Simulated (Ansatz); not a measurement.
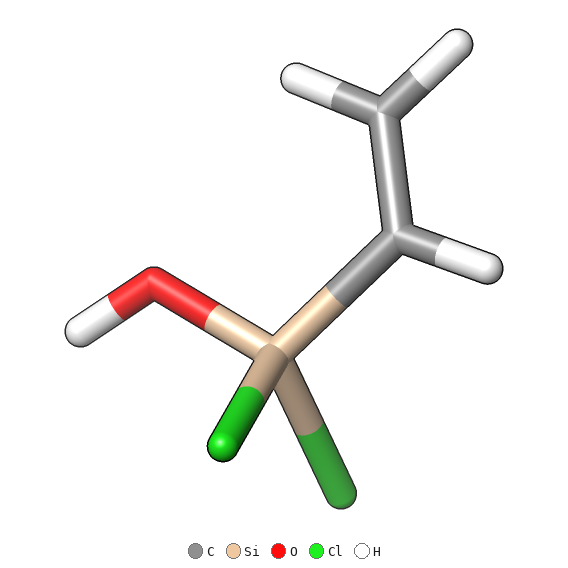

Computed geometry: PBE0-D4/def2-TZVP optimisation.

Give the structural formula.

SMILES: C=C[Si](O)(Cl)Cl

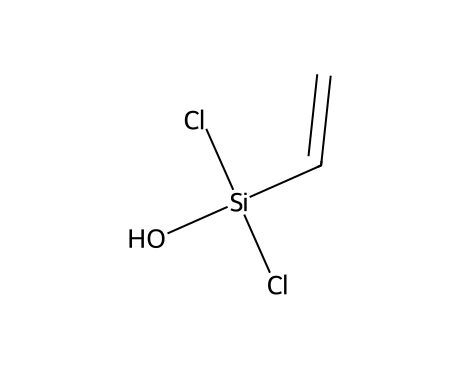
